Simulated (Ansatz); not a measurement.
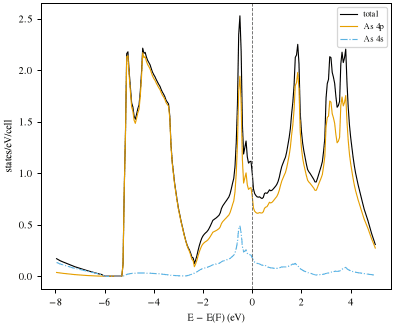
Figure: Total and projected density of states of As (diamond, Fd-3m), plane-wave PAW r²SCAN (Ansatz code)

Task: Which orbitals carry the states next to the Fermi level?

Result: Within 0.5 eV of the Fermi level: As 4p 78 %, As 4s 18 %. Projections are on Löwdin-orthogonalised atomic valence shells; empty p or d shells of many metals are not among them.

Task: Where is the tallest occupied peak in this window, and what makes it?

Result: Near -0.5 eV, about 2.5 states/eV per cell; the largest projected share is As 4p.

The start of the workflow was typed in or built on a structure type; neither database checked (COD, Materials Project) lists it. It is not the phase usual at ambient conditions (space group No. 166). The r²SCAN relaxation kept the symmetry of its start. At this level the phase is mechanically unstable. Spin–orbit coupling is left out wherever it is not named.

Potentials: the earlier of the program's two PAW sets.
